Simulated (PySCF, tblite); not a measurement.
# C7H12O+ (doublet): geometry, infrared bands and EPR parameters

Wanted: the infrared bands and EPR parameters of C7H12O+ (doublet) (`CC1CCC(=[O+])CC1`), by calculation.

Computed with tblite 0.8.0 and PySCF 2.14.0, with density-fitted response routines of our own, on a single molecule in the gas phase. Atoms count from 0, in the outputs and in this text.

## 1. Starting geometry

20 atoms, charge 1, multiplicity 2; geometry from: force field or distance geometry start.

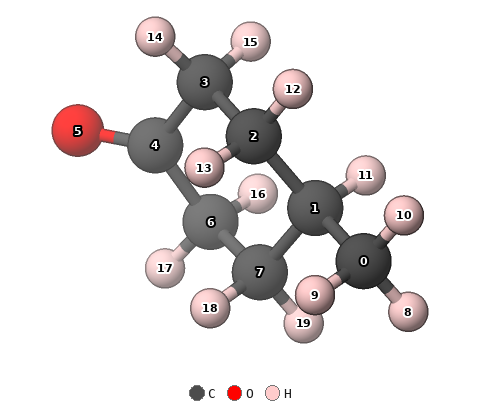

As it starts; carbon dark grey, oxygen red, hydrogen pink, atoms numbered.

## 2. Geometry optimisation with GFN2-xTB

Job settings and geometry (Å):

```
{"job": {"kind": "relax", "xc": "GFN2-xTB", "basis": "xTB"}, "charge": 1, "multiplicity": 2}
C      2.323300     0.285700     0.089900
C      0.824800     0.309900    -0.276700
C      0.018800     0.947200     0.862900
C     -1.478600     0.985200     0.524300
C     -1.965800    -0.402700     0.157300
O     -3.024100    -0.858600     0.585900
C     -1.156700    -1.130800    -0.900500
C      0.329800    -1.113600    -0.537000
H      2.909500    -0.152200    -0.720400
H      2.496100    -0.298300     1.002000
H      2.680900     1.303300     0.261200
H      0.703300     0.901100    -1.177400
H      0.352900     1.976100     1.049400
H      0.168400     0.391700     1.789500
H     -2.046400     1.337700     1.404400
H     -1.685000     1.656200    -0.291100
H     -1.331600    -0.645500    -1.859700
H     -1.513700    -2.173100    -0.964800
H      0.487900    -1.740400     0.352000
H      0.901100    -1.568200    -1.354100
```

Run with:

```
OMP_NUM_THREADS=1 python probes_run.py task.json out
```

One launch serves the whole session: the jobs run in the order shown.

**Question.** This job is followed by: GFN2-xTB harmonic vibrations, gas phase; UKS B3LYP, pcH-1 on C H O, non-relativistic, mean-field spin-orbit, GIAO. Predict these results of the whole session: strongest single infrared mode (GFN2-xTB); zero-point energy (GFN2-xTB); g(iso) (B3LYP); ⟨S²⟩; largest a(iso) (averaged by class).

As calculated:

| quantity | value |
| --- | --- |
| strongest single infrared mode (GFN2-xTB) | 1845 cm⁻¹, 563 km/mol |
| zero-point energy (GFN2-xTB) | 108.0 kcal/mol |
| g(iso) (B3LYP) | 2.00354 |
| ⟨S²⟩ | 0.755 (exact 0.75) |
| largest a(iso) (averaged by class) | 1H on H12, H19, 123.4 MHz |

**Reading.** The optimisation took 21 steps and gained 0.233 eV; among the close pairs (by a distance rule), C4–O5 changed most, from 1.229 to 1.178 Å. All 54 modes are real, so the xTB geometry is a minimum. The strongest single mode, at 1845 cm⁻¹, moves mainly C4 and O5. GFN2-xTB is a fitted tight-binding method: band positions and strengths are rough. Its intensities can rank the bands wrongly. The largest share of the spin, 0.53 e, sits on O5. The isotropic g lies 1.2 ppt above the free-electron value. These values are for one conformer; the search (at its own cheap level) found 1 more, at 1.19 kcal/mol, and measured spectra average over such forms.
